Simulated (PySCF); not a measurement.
C₃H₉AlO, SMILES [Al]([CH3])([CH3])[O]C at its GFN2-xTB optimised geometry (Å):

```
14

C      2.3375     0.0049     0.0006
O      0.9424     0.0016     0.0000
Al    -0.7130     0.0016     0.0000
C     -1.6274     1.7799     0.0000
C     -1.6267    -1.7770    -0.0002
H      2.7129     1.0175     0.1693
H      2.7149    -0.6474     0.7923
H      2.7140    -0.3547    -0.9606
H     -1.3470     2.3747     0.8739
H     -2.7149     1.6954     0.0010
H     -1.3486     2.3743    -0.8747
H     -2.7142    -1.6927     0.0081
H     -1.3402    -2.3747     0.8698
H     -1.3533    -2.3683    -0.8787
```

Computed with B3LYP/def2-TZVP (PySCF). Cells within 0.4 Å of a nucleus heavier than hydrogen are left out (blank, or x).

Map of the Laplacian of the electron density (e/bohr⁵), clipped to [-1.50, 1.50] on the plane z = 0.0 Å:

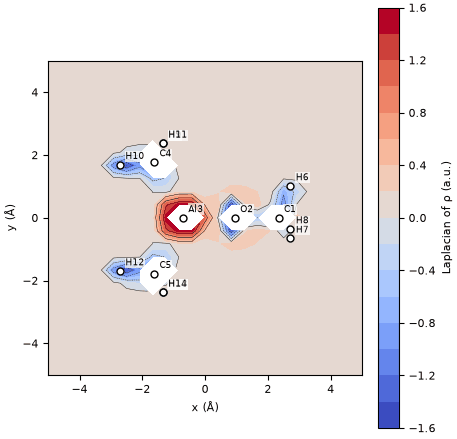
Fig. 1. Laplacian of the electron density (e/bohr⁵), clipped to [-1.50, 1.50] on the plane z = 0.0 Å.
